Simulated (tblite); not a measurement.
**Run report: C4H9Si, geometry relaxation (part 2 of 2)**

Continued. System: C4H9Si, multiplicity 2. Method: GFN2-xTB geometry optimisation, gas phase (tblite 0.8.0). It belongs to a series of runs on one base structure; here: H removed from sp2 C.

Geometry of the input (Å):
```
C  0.6141  1.7894  0.6006
C  0.7363  0.5220  0.3569
C  2.0308  -0.1400  -0.0466
Si -0.7561  -0.5388  0.5617
C  -1.9210  -0.3764  -0.8510
H  0.4975  2.8357  0.7939
H  2.3470  -0.8710  0.6883
H  1.9175  -0.6342  -1.0130
H  2.8317  0.5968  -0.1527
H  -1.4602  -0.1982  1.8373
H  -0.3269  -1.9650  0.6802
H  -2.2839  0.6509  -0.9535
H  -2.7976  -1.0213  -0.7218
H  -1.4299  -0.6504  -1.8024
```

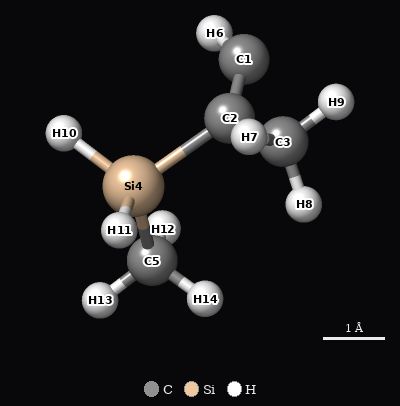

*The geometry at step 50 of the log (ball-and-stick view, seen at a tilt; atoms are numbered from 1 in the order of the input).*

Trajectory as extended XYZ, continued
```
14
Properties=species:S:1:pos:R:3:forces:R:3 step=31 energy=-401.23959
C     0.7947    1.8876    0.5492    0.0200  -0.0460  -0.0030
C     0.8296    0.6142    0.3650   -0.0040  -0.0440  -0.0010
C     2.0433   -0.1668   -0.0651    0.0020  -0.0060  -0.0010
Si   -0.7360   -0.5135    0.6174    0.0070  -0.0080   0.0060
C    -1.9073   -0.3401   -0.8652   -0.0010   0.0040  -0.0260
H     0.0693    2.6064    0.8523   -0.0390   0.0250   0.0050
H     2.2918   -0.9127    0.6887   -0.0020   0.0060  -0.0050
H     1.8397   -0.6888   -0.9994    0.0250   0.0100   0.0040
H     2.9021    0.4859   -0.2040   -0.0340   0.0280  -0.0150
H    -1.4188   -0.1470    1.8606    0.0090   0.0400   0.0170
H    -0.2521   -1.8972    0.6946   -0.0080  -0.0350   0.0250
H    -2.2653    0.6787   -0.9827    0.0250   0.0030   0.0120
H    -2.7757   -0.9818   -0.7421    0.0130   0.0110  -0.0030
H    -1.4161   -0.6254   -1.7915   -0.0140   0.0140  -0.0130
14
Properties=species:S:1:pos:R:3:forces:R:3 step=33 energy=-401.24059
C     0.7919    1.8829    0.5512   -0.0080  -0.0420  -0.0060
C     0.8275    0.6092    0.3649    0.0310   0.0170   0.0000
C     2.0452   -0.1662   -0.0654   -0.0200  -0.0060  -0.0010
Si   -0.7359   -0.5170    0.6168    0.0100  -0.0040   0.0140
C    -1.9057   -0.3405   -0.8648   -0.0090   0.0030  -0.0300
H     0.0660    2.6045    0.8510   -0.0120  -0.0100  -0.0010
H     2.2933   -0.9135    0.6877    0.0200   0.0290  -0.0130
H     1.8403   -0.6892   -0.9991    0.0400   0.0170  -0.0020
H     2.9006    0.4926   -0.2056   -0.0580  -0.0170  -0.0010
H    -1.4132   -0.1396    1.8583   -0.0110   0.0370   0.0360
H    -0.2556   -1.9002    0.7012   -0.0030  -0.0550   0.0220
H    -2.2604    0.6786   -0.9787    0.0120   0.0460   0.0070
H    -2.7760   -0.9785   -0.7475   -0.0210  -0.0190   0.0250
H    -1.4186   -0.6237   -1.7922    0.0280   0.0040  -0.0490
14
Properties=species:S:1:pos:R:3:forces:R:3 step=36 energy=-401.24274
C     0.7797    1.8697    0.5556   -0.0240   0.0830  -0.0060
C     0.8261    0.5978    0.3643   -0.0140   0.0220   0.0060
C     2.0478   -0.1665   -0.0670   -0.0190  -0.0010  -0.0140
Si   -0.7357   -0.5260    0.6181   -0.0250  -0.0170   0.0110
C    -1.9031   -0.3398   -0.8677    0.0080   0.0030   0.0020
H     0.0501    2.5930    0.8495    0.0340  -0.0780  -0.0080
H     2.3019   -0.9121    0.6844    0.0440   0.0170   0.0050
H     1.8480   -0.6884   -1.0007    0.0150  -0.0190  -0.0400
H     2.8931    0.5020   -0.2116   -0.0020  -0.0070   0.0200
H    -1.4008   -0.1135    1.8572   -0.0180  -0.0060   0.0070
H    -0.2625   -1.9122    0.7203   -0.0250  -0.0190   0.0130
H    -2.2472    0.6851   -0.9691    0.0050   0.0140  -0.0070
H    -2.7792   -0.9720   -0.7559   -0.0030  -0.0010   0.0250
H    -1.4189   -0.6175   -1.7993    0.0240   0.0090  -0.0140
14
Properties=species:S:1:pos:R:3:forces:R:3 step=38 energy=-401.24353
C     0.7767    1.8681    0.5552    0.0010   0.0480  -0.0200
C     0.8258    0.5966    0.3634   -0.0160  -0.0310  -0.0050
C     2.0465   -0.1678   -0.0688    0.0100   0.0010  -0.0160
Si   -0.7365   -0.5272    0.6198   -0.0100  -0.0020   0.0010
C    -1.9008   -0.3378   -0.8689    0.0050   0.0030   0.0020
H     0.0390    2.5803    0.8503    0.0030  -0.0190   0.0100
H     2.3066   -0.9110    0.6831    0.0200   0.0090   0.0040
H     1.8523   -0.6907   -1.0036   -0.0080  -0.0130  -0.0190
H     2.8896    0.5023   -0.2128    0.0260   0.0170   0.0100
H    -1.3985   -0.1044    1.8576   -0.0210  -0.0190   0.0000
H    -0.2646   -1.9141    0.7265   -0.0330  -0.0070   0.0130
H    -2.2429    0.6891   -0.9678    0.0080  -0.0220  -0.0080
H    -2.7779   -0.9697   -0.7541    0.0190   0.0220  -0.0020
H    -1.4161   -0.6143   -1.8021   -0.0030   0.0120   0.0300
14
Properties=species:S:1:pos:R:3:forces:R:3 step=40 energy=-401.24394
C     0.7766    1.8687    0.5532    0.0080  -0.0450  -0.0290
C     0.8250    0.5961    0.3629    0.0120  -0.0120  -0.0140
C     2.0463   -0.1681   -0.0707    0.0170   0.0060  -0.0050
Si   -0.7373   -0.5278    0.6209    0.0090   0.0090   0.0080
C    -1.8991   -0.3367   -0.8687    0.0030   0.0040   0.0080
H     0.0342    2.5731    0.8512   -0.0190   0.0240   0.0190
H     2.3099   -0.9097    0.6824    0.0030   0.0120  -0.0080
H     1.8536   -0.6929   -1.0059   -0.0020   0.0100   0.0110
H     2.8890    0.5040   -0.2123    0.0110   0.0060  -0.0080
H    -1.3990   -0.1019    1.8579   -0.0220  -0.0200   0.0000
H    -0.2682   -1.9156    0.7303   -0.0310  -0.0020   0.0110
H    -2.2403    0.6900   -0.9677    0.0030  -0.0050  -0.0050
H    -2.7763   -0.9675   -0.7535    0.0040   0.0110  -0.0080
H    -1.4149   -0.6123   -1.8019    0.0050   0.0010   0.0200
14
Properties=species:S:1:pos:R:3:forces:R:3 step=42 energy=-401.24445
C     0.7740    1.8663    0.5491   -0.0010  -0.0890  -0.0190
C     0.8243    0.5925    0.3613    0.0250   0.0360  -0.0090
C     2.0484   -0.1673   -0.0736    0.0080   0.0090   0.0100
Si   -0.7382   -0.5302    0.6229    0.0150   0.0090   0.0170
C    -1.8971   -0.3358   -0.8680    0.0070   0.0060   0.0200
H     0.0310    2.5680    0.8528   -0.0160   0.0230   0.0090
H     2.3157   -0.9063    0.6808   -0.0050   0.0040  -0.0150
H     1.8555   -0.6938   -1.0083    0.0160   0.0230   0.0240
H     2.8890    0.5089   -0.2124   -0.0090  -0.0090  -0.0280
H    -1.4010   -0.0997    1.8581   -0.0180  -0.0200  -0.0030
H    -0.2775   -1.9206    0.7380   -0.0240   0.0070   0.0060
H    -2.2359    0.6906   -0.9668   -0.0070   0.0340   0.0000
H    -2.7756   -0.9635   -0.7553   -0.0200  -0.0130  -0.0020
H    -1.4134   -0.6095   -1.8006    0.0280  -0.0170  -0.0100
14
Properties=species:S:1:pos:R:3:forces:R:3 step=44 energy=-401.24504
C     0.7680    1.8605    0.5436   -0.0090  -0.0100   0.0130
C     0.8245    0.5871    0.3584    0.0060   0.0270   0.0110
C     2.0519   -0.1658   -0.0766    0.0000   0.0050   0.0120
Si   -0.7388   -0.5327    0.6263    0.0000   0.0010   0.0080
C    -1.8946   -0.3342   -0.8665    0.0020   0.0080   0.0080
H     0.0277    2.5632    0.8553    0.0030  -0.0100  -0.0160
H     2.3235   -0.9018    0.6785   -0.0070  -0.0170  -0.0070
H     1.8600   -0.6929   -1.0104    0.0240   0.0070   0.0080
H     2.8893    0.5140   -0.2150   -0.0080   0.0000  -0.0370
H    -1.4053   -0.0981    1.8581   -0.0100  -0.0140  -0.0010
H    -0.2908   -1.9266    0.7479   -0.0110   0.0070   0.0020
H    -2.2309    0.6932   -0.9657   -0.0030   0.0330   0.0060
H    -2.7757   -0.9591   -0.7572   -0.0120  -0.0140  -0.0010
H    -1.4094   -0.6071   -1.7988    0.0250  -0.0220  -0.0060
14
Properties=species:S:1:pos:R:3:forces:R:3 step=46 energy=-401.24530
C     0.7654    1.8584    0.5422   -0.0030   0.0470   0.0230
C     0.8252    0.5859    0.3576   -0.0050  -0.0170   0.0150
C     2.0531   -0.1654   -0.0771    0.0020  -0.0010   0.0000
Si   -0.7389   -0.5325    0.6281   -0.0100   0.0020  -0.0050
C    -1.8936   -0.3326   -0.8657   -0.0060   0.0050  -0.0100
H     0.0247    2.5599    0.8558    0.0030  -0.0110  -0.0200
H     2.3258   -0.9014    0.6773   -0.0030  -0.0150   0.0000
H     1.8631   -0.6924   -1.0108    0.0080  -0.0070  -0.0060
H     2.8894    0.5147   -0.2185    0.0010   0.0110  -0.0210
H    -1.4080   -0.0985    1.8582   -0.0080  -0.0070   0.0070
H    -0.2955   -1.9270    0.7509   -0.0020  -0.0030   0.0010
H    -2.2296    0.6959   -0.9655    0.0080  -0.0020   0.0040
H    -2.7754   -0.9582   -0.7571    0.0100   0.0060  -0.0070
H    -1.4062   -0.6073   -1.7975    0.0030  -0.0070   0.0190
14
Properties=species:S:1:pos:R:3:forces:R:3 step=48 energy=-401.24549
C     0.7650    1.8586    0.5424    0.0030   0.0160   0.0150
C     0.8257    0.5858    0.3583    0.0010  -0.0180   0.0060
C     2.0539   -0.1650   -0.0775    0.0010  -0.0040  -0.0080
Si   -0.7395   -0.5320    0.6291   -0.0050   0.0030  -0.0020
C    -1.8930   -0.3311   -0.8654   -0.0010  -0.0010  -0.0070
H     0.0212    2.5565    0.8549   -0.0060   0.0070  -0.0110
H     2.3268   -0.9023    0.6761    0.0050   0.0030  -0.0010
H     1.8655   -0.6928   -1.0111   -0.0090  -0.0060  -0.0070
H     2.8892    0.5160   -0.2226   -0.0020   0.0030   0.0000
H    -1.4102   -0.0995    1.8587   -0.0050  -0.0020   0.0080
H    -0.2991   -1.9273    0.7533    0.0030  -0.0040  -0.0010
H    -2.2279    0.6980   -0.9651    0.0100  -0.0160  -0.0030
H    -2.7747   -0.9571   -0.7577    0.0090   0.0140  -0.0060
H    -1.4035   -0.6081   -1.7956   -0.0030   0.0050   0.0160
14
Properties=species:S:1:pos:R:3:forces:R:3 step=50 energy=-401.24556
C     0.7652    1.8586    0.5429    0.0000  -0.0190   0.0070
C     0.8258    0.5852    0.3591    0.0020   0.0060   0.0010
C     2.0544   -0.1648   -0.0781   -0.0050  -0.0020  -0.0030
Si   -0.7400   -0.5325    0.6296    0.0020   0.0000   0.0080
C    -1.8925   -0.3308   -0.8654    0.0070  -0.0020   0.0060
H     0.0201    2.5559    0.8536   -0.0050   0.0090  -0.0070
H     2.3280   -0.9021    0.6754    0.0080   0.0070  -0.0040
H     1.8659   -0.6931   -1.0116   -0.0110   0.0000  -0.0020
H     2.8887    0.5174   -0.2241   -0.0060  -0.0050   0.0030
H    -1.4113   -0.1000    1.8594   -0.0030  -0.0020   0.0040
H    -0.3015   -1.9286    0.7551    0.0030   0.0040  -0.0030
H    -2.2262    0.6982   -0.9648    0.0050   0.0000  -0.0070
H    -2.7745   -0.9558   -0.7590   -0.0040   0.0040  -0.0010
H    -1.4026   -0.6082   -1.7944    0.0070   0.0020  -0.0030
14
Properties=species:S:1:pos:R:3:forces:R:3 step=52 energy=-401.24563
C     0.7648    1.8578    0.5445   -0.0040  -0.0210  -0.0020
C     0.8258    0.5844    0.3601   -0.0070   0.0150   0.0000
C     2.0544   -0.1649   -0.0790   -0.0060   0.0020   0.0040
Si   -0.7405   -0.5330    0.6307    0.0040  -0.0030   0.0120
C    -1.8917   -0.3308   -0.8650    0.0080   0.0000   0.0080
H     0.0193    2.5565    0.8517    0.0020  -0.0010  -0.0020
H     2.3301   -0.9012    0.6745    0.0070   0.0000  -0.0040
H     1.8652   -0.6933   -1.0125   -0.0100   0.0020   0.0040
H     2.8878    0.5183   -0.2253   -0.0040  -0.0030  -0.0020
H    -1.4126   -0.1008    1.8604    0.0000  -0.0020   0.0000
H    -0.3033   -1.9297    0.7563    0.0040   0.0060  -0.0030
H    -2.2240    0.6982   -0.9650    0.0020   0.0150  -0.0050
H    -2.7747   -0.9541   -0.7602   -0.0090  -0.0050   0.0030
H    -1.4013   -0.6080   -1.7934    0.0130  -0.0040  -0.0120
14
Properties=species:S:1:pos:R:3:forces:R:3 step=54 energy=-401.24569
C     0.7642    1.8569    0.5462   -0.0040   0.0030  -0.0100
C     0.8257    0.5839    0.3608   -0.0080  -0.0010   0.0000
C     2.0539   -0.1651   -0.0795   -0.0020   0.0030   0.0050
Si   -0.7407   -0.5329    0.6324   -0.0020  -0.0040   0.0020
C    -1.8906   -0.3305   -0.8645    0.0010   0.0030  -0.0030
H     0.0178    2.5565    0.8497    0.0060  -0.0060   0.0050
H     2.3321   -0.9007    0.6735    0.0010  -0.0060  -0.0010
H     1.8638   -0.6935   -1.0129   -0.0110   0.0020   0.0080
H     2.8868    0.5182   -0.2268   -0.0010   0.0040  -0.0060
H    -1.4141   -0.1017    1.8616    0.0010   0.0000   0.0020
H    -0.3038   -1.9294    0.7566    0.0070  -0.0010  -0.0010
H    -2.2221    0.6988   -0.9660    0.0050   0.0080  -0.0020
H    -2.7748   -0.9528   -0.7606    0.0020  -0.0010   0.0020
H    -1.3990   -0.6082   -1.7926    0.0060  -0.0050  -0.0010
14
Properties=species:S:1:pos:R:3:forces:R:3 step=56 energy=-401.24574
C     0.7637    1.8566    0.5465   -0.0030   0.0140  -0.0110
C     0.8251    0.5838    0.3613    0.0010  -0.0130   0.0030
C     2.0532   -0.1651   -0.0795    0.0010  -0.0010   0.0010
Si   -0.7409   -0.5327    0.6337   -0.0070  -0.0010  -0.0080
C    -1.8897   -0.3299   -0.8643   -0.0020   0.0030  -0.0090
H     0.0167    2.5556    0.8490    0.0030   0.0000   0.0080
H     2.3332   -0.9010    0.6728   -0.0040  -0.0020   0.0010
H     1.8618   -0.6936   -1.0125   -0.0100   0.0000   0.0050
H     2.8862    0.5180   -0.2283   -0.0040   0.0050  -0.0050
H    -1.4150   -0.1024    1.8625    0.0010   0.0010   0.0040
H    -0.3030   -1.9288    0.7562    0.0070  -0.0070   0.0020
H    -2.2206    0.6999   -0.9670    0.0090  -0.0060   0.0000
H    -2.7745   -0.9521   -0.7604    0.0120   0.0080  -0.0030
H    -1.3969   -0.6087   -1.7920   -0.0030  -0.0010   0.0110
14
Properties=species:S:1:pos:R:3:forces:R:3 step=59 energy=-401.24587
C     0.7622    1.8560    0.5450   -0.0070   0.0000  -0.0050
C     0.8235    0.5824    0.3638    0.0110   0.0040   0.0100
C     2.0516   -0.1649   -0.0796   -0.0040  -0.0060  -0.0050
Si   -0.7424   -0.5342    0.6366    0.0050   0.0020  -0.0040
C    -1.8868   -0.3284   -0.8644    0.0050  -0.0020   0.0030
H     0.0150    2.5544    0.8479   -0.0020   0.0080   0.0090
H     2.3366   -0.9012    0.6705   -0.0090   0.0070   0.0060
H     1.8543   -0.6938   -1.0108    0.0040  -0.0040  -0.0080
H     2.8829    0.5197   -0.2331   -0.0120  -0.0040  -0.0030
H    -1.4171   -0.1042    1.8657    0.0030  -0.0030  -0.0040
H    -0.3020   -1.9300    0.7574    0.0000   0.0000   0.0030
H    -2.2138    0.7023   -0.9693    0.0060  -0.0070   0.0000
H    -2.7731   -0.9483   -0.7621    0.0020   0.0070  -0.0050
H    -1.3918   -0.6103   -1.7898   -0.0020   0.0000   0.0030
14
Properties=species:S:1:pos:R:3:forces:R:3 step=61 energy=-401.24594
C     0.7609    1.8558    0.5439   -0.0070  -0.0050   0.0010
C     0.8234    0.5818    0.3659   -0.0040   0.0130   0.0020
C     2.0507   -0.1650   -0.0800   -0.0070  -0.0020  -0.0030
Si   -0.7428   -0.5353    0.6377    0.0130   0.0000   0.0080
C    -1.8851   -0.3281   -0.8643    0.0070  -0.0030   0.0070
H     0.0144    2.5547    0.8479    0.0010   0.0030   0.0060
H     2.3378   -0.9005    0.6699   -0.0070   0.0040   0.0050
H     1.8513   -0.6940   -1.0108    0.0050  -0.0070  -0.0070
H     2.8804    0.5206   -0.2357   -0.0040  -0.0040  -0.0040
H    -1.4176   -0.1052    1.8668    0.0040  -0.0050  -0.0070
H    -0.3022   -1.9314    0.7589   -0.0030   0.0060   0.0010
H    -2.2098    0.7029   -0.9699    0.0030   0.0070   0.0000
H    -2.7726   -0.9458   -0.7638   -0.0090  -0.0020   0.0000
H    -1.3896   -0.6109   -1.7886    0.0070  -0.0040  -0.0100
14
Properties=species:S:1:pos:R:3:forces:R:3 step=63 energy=-401.24600
C     0.7591    1.8561    0.5428   -0.0010   0.0020   0.0080
C     0.8232    0.5818    0.3681   -0.0130   0.0060  -0.0130
C     2.0490   -0.1656   -0.0807   -0.0030   0.0040  -0.0020
Si   -0.7422   -0.5358    0.6391    0.0050  -0.0020   0.0070
C    -1.8829   -0.3278   -0.8640    0.0030  -0.0020  -0.0010
H     0.0132    2.5548    0.8488    0.0020   0.0000   0.0040
H     2.3380   -0.8998    0.6697   -0.0060   0.0010   0.0010
H     1.8484   -0.6949   -1.0111    0.0010  -0.0080   0.0010
H     2.8776    0.5205   -0.2389    0.0070  -0.0010  -0.0040
H    -1.4180   -0.1066    1.8676    0.0000  -0.0020  -0.0010
H    -0.3017   -1.9317    0.7599   -0.0010   0.0010   0.0020
H    -2.2054    0.7039   -0.9709    0.0040   0.0070   0.0010
H    -2.7722   -0.9433   -0.7651   -0.0040  -0.0030   0.0040
H    -1.3868   -0.6120   -1.7876    0.0060  -0.0040  -0.0070
14
Properties=species:S:1:pos:R:3:forces:R:3 step=65 energy=-401.24605
C     0.7581    1.8566    0.5426    0.0030   0.0060   0.0100
C     0.8224    0.5824    0.3685   -0.0030  -0.0030  -0.0170
C     2.0475   -0.1658   -0.0811    0.0010   0.0050  -0.0040
Si   -0.7415   -0.5359    0.6403   -0.0090  -0.0020  -0.0060
C    -1.8813   -0.3276   -0.8639   -0.0020   0.0000  -0.0060
H     0.0124    2.5549    0.8499   -0.0010   0.0030   0.0040
H     2.3373   -0.8994    0.6697   -0.0070   0.0050  -0.0030
H     1.8462   -0.6961   -1.0110   -0.0020  -0.0050   0.0060
H     2.8761    0.5198   -0.2413    0.0060  -0.0010  -0.0020
H    -1.4183   -0.1080    1.8681   -0.0030   0.0010   0.0060
H    -0.3007   -1.9313    0.7601    0.0020  -0.0060   0.0030
H    -2.2025    0.7048   -0.9717    0.0080  -0.0050   0.0020
H    -2.7719   -0.9419   -0.7652    0.0070   0.0040   0.0020
H    -1.3845   -0.6131   -1.7873   -0.0020   0.0000   0.0050
14
Properties=species:S:1:pos:R:3:forces:R:3 step=67 energy=-401.24614
C     0.7563    1.8577    0.5434    0.0050   0.0010   0.0070
C     0.8201    0.5837    0.3677    0.0130  -0.0060  -0.0100
C     2.0447   -0.1654   -0.0827    0.0040   0.0010  -0.0050
Si   -0.7410   -0.5370    0.6423   -0.0190   0.0000  -0.0180
C    -1.8780   -0.3275   -0.8641   -0.0040   0.0010  -0.0050
H     0.0113    2.5559    0.8524   -0.0010   0.0040   0.0040
H     2.3353   -0.8977    0.6694   -0.0060   0.0110  -0.0020
H     1.8418   -0.6992   -1.0104   -0.0020   0.0020   0.0060
H     2.8738    0.5191   -0.2461   -0.0020  -0.0030  -0.0010
H    -1.4191   -0.1106    1.8697   -0.0040   0.0030   0.0090
H    -0.2994   -1.9319    0.7615    0.0030  -0.0090   0.0040
H    -2.1952    0.7063   -0.9728    0.0080  -0.0140  -0.0010
H    -2.7712   -0.9386   -0.7660    0.0150   0.0080  -0.0030
H    -1.3801   -0.6153   -1.7865   -0.0100   0.0020   0.0140
14
Properties=species:S:1:pos:R:3:forces:R:3 step=69 energy=-401.24622
C     0.7545    1.8582    0.5444    0.0030  -0.0040   0.0030
C     0.8183    0.5844    0.3667    0.0070  -0.0010   0.0020
C     2.0424   -0.1648   -0.0846    0.0010  -0.0010  -0.0010
Si   -0.7415   -0.5388    0.6438   -0.0050   0.0010  -0.0060
C    -1.8749   -0.3275   -0.8643   -0.0020   0.0010   0.0010
H     0.0105    2.5572    0.8546    0.0030  -0.0040   0.0020
H     2.3339   -0.8950    0.6689   -0.0010   0.0080   0.0030
H     1.8377   -0.7018   -1.0099   -0.0020   0.0040  -0.0010
H     2.8713    0.5192   -0.2511   -0.0030  -0.0020  -0.0020
H    -1.4199   -0.1127    1.8716   -0.0010   0.0010   0.0010
H    -0.2993   -1.9340    0.7642    0.0010   0.0000   0.0030
H    -2.1872    0.7073   -0.9735    0.0010  -0.0010  -0.0050
H    -2.7703   -0.9348   -0.7676    0.0030   0.0000  -0.0020
H    -1.3762   -0.6173   -1.7853   -0.0050  -0.0020   0.0040
```

Results in brief

| quantity | value |
| --- | --- |
| outcome | converged |
| total energy | −401.2462 eV |
| hardware | 1 CPU thread, shared host |
| peak memory | 0.18 GiB |
